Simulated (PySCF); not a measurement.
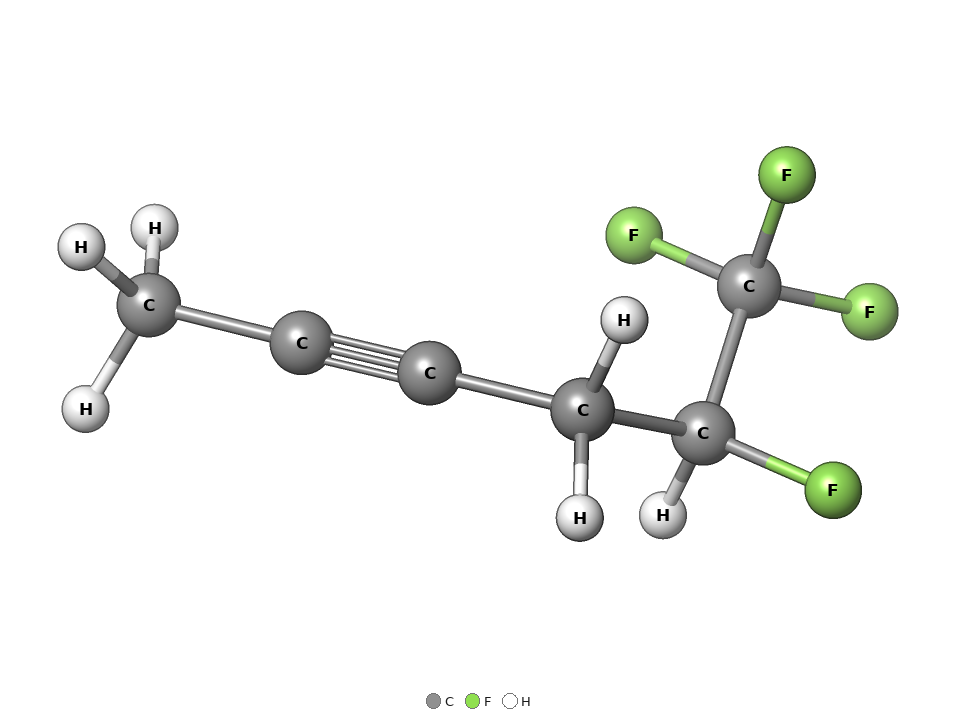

Multiple sticks mark multiple bonds (one Kekulé form).

The computed structure is the end point of a PBE0-D3(BJ)/def2-SVP optimisation. No frequency run is at hand to confirm it as a minimum.

What does the picture show?

The molecule is C₆H₆F₄. SMILES: `CC#CC[C@H](F)C(F)(F)F`. It has no ring. Among its groups: alkyne, C–F bond. The point group is C1. Coordination: 4 C tetrahedral; 2 C linear.

The parts below concern this one geometry. Atoms keep their numbers from picture to picture.

## Shape

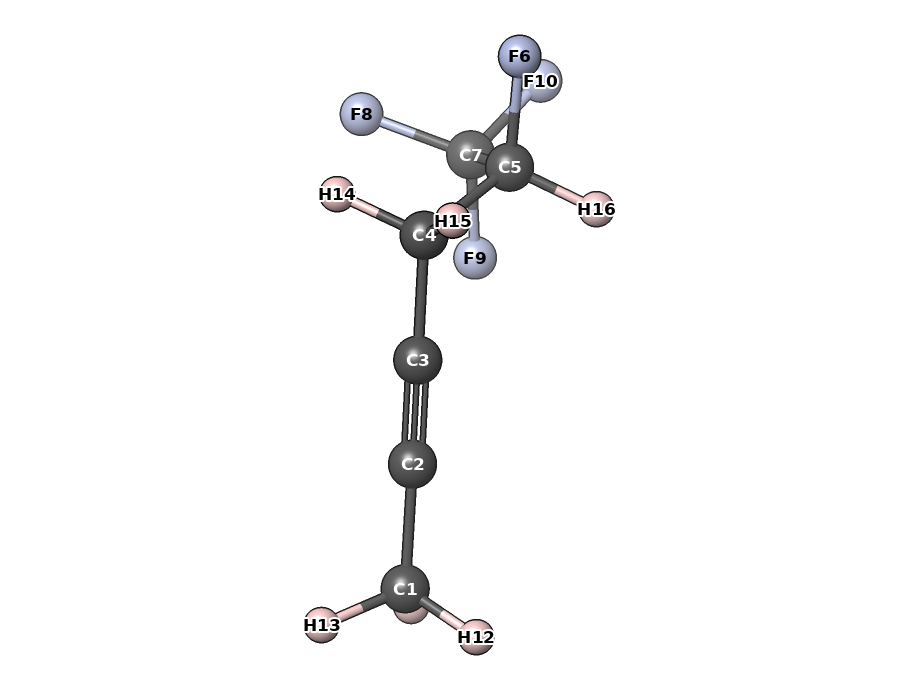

C7 lies behind C5. The molecule seen a little off the C5–C7 bond, C5 in front. Atoms fade into the background with distance from the viewer. No frequency run is at hand to confirm it as a minimum.

> What is the torsion angle F6–C5–C7–F8? The sign is positive where the front bond must turn clockwise to cover the back bond.

−69°, synclinal (gauche). The bonds about C5–C7 are staggered.

## Levels of theory compared

No frequency run is at hand to confirm it as a minimum. Program: PySCF 2.14.0.

Compare HOMO–LUMO gap (eV), HOMO energy (eV), dipole (D) at these levels: CAM-B3LYP/def2-SVPD; CAM-B3LYP/def2-SVPD in methanol (IEF-PCM); CAM-B3LYP/def2-SVPD in water (IEF-PCM); PBE0/pcSseg-1 in methanol (IEF-PCM); PBE0/pcSseg-1 in water (IEF-PCM).

| level | HOMO–LUMO gap (eV) | HOMO energy (eV) | dipole (D) |
| --- | --- | --- | --- |
| CAM-B3LYP/def2-SVPD | 10.09 | −9.01 | 2.90 |
| CAM-B3LYP/def2-SVPD in methanol (IEF-PCM) | 10.12 | −8.88 | 3.40 |
| CAM-B3LYP/def2-SVPD in water (IEF-PCM) | 10.12 | −8.88 | 3.41 |
| PBE0/pcSseg-1 in methanol (IEF-PCM) | 8.63 | −7.54 | 3.12 |
| PBE0/pcSseg-1 in water (IEF-PCM) | 8.63 | −7.55 | 3.13 |

## Excitation

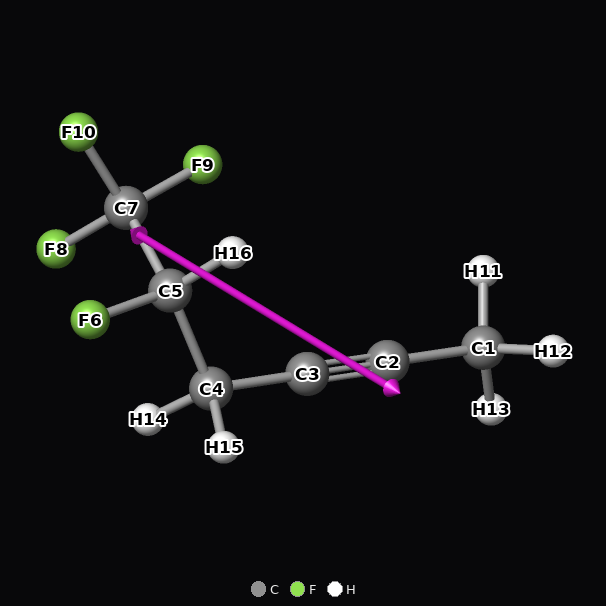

The double arrow shows the direction of the transition dipole to excited singlet state 4 (its length means nothing). No frequency run is at hand to confirm it as a minimum. Level of theory: TDDFT CAM-B3LYP/def2-SVPD, vertical, IEF-PCM water (non-equilibrium linear response), core orbitals frozen in the response (PySCF 2.14.0).

> Give its energy, strength and character.

7.06 eV (176 nm), oscillator strength 0.015, mainly HOMO → LUMO (weight 0.77); transition dipole 0.75 D.

## Polarisability

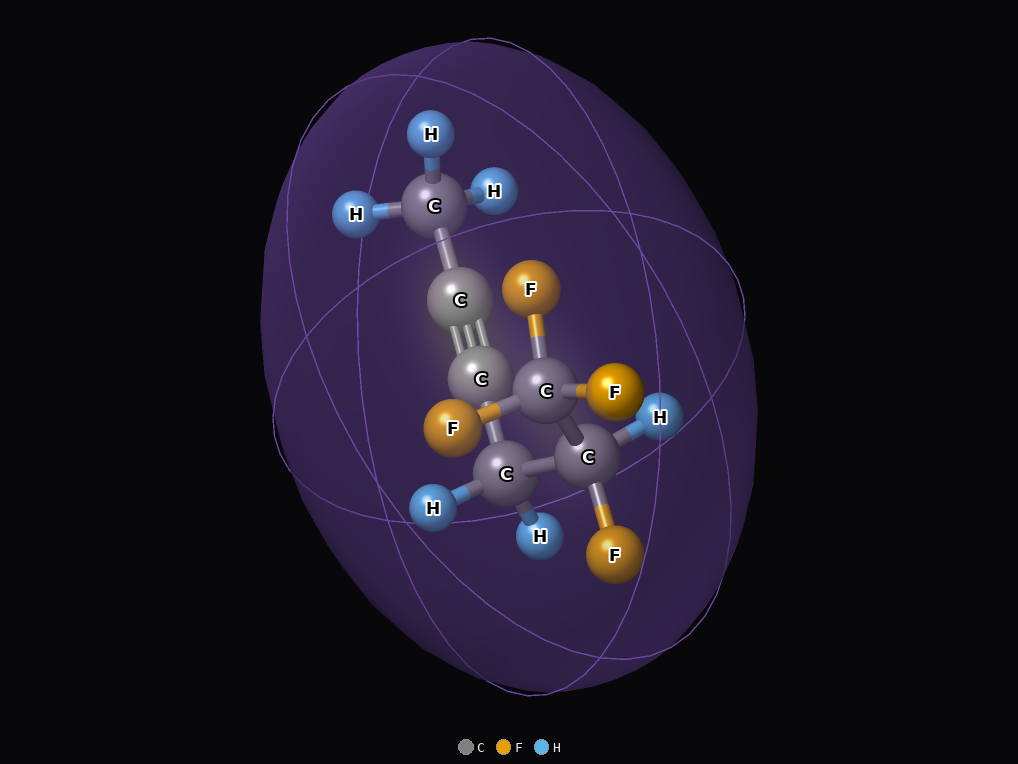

The ellipsoid shows the static dipole polarisability: its half-axes are proportional to the principal values. No frequency run is at hand to confirm it as a minimum. Level of theory: CAM-B3LYP/def2-SVPD in water (IEF-PCM) (PySCF 2.14.0).

> Give the principal values, the mean and the anisotropy.

Principal values 80.6, 83.7, 124.9 bohr³; mean 96.4 bohr³ (14.29 Å³); anisotropy 42.8 bohr³, so the longest axis is 1.55 times the shortest.
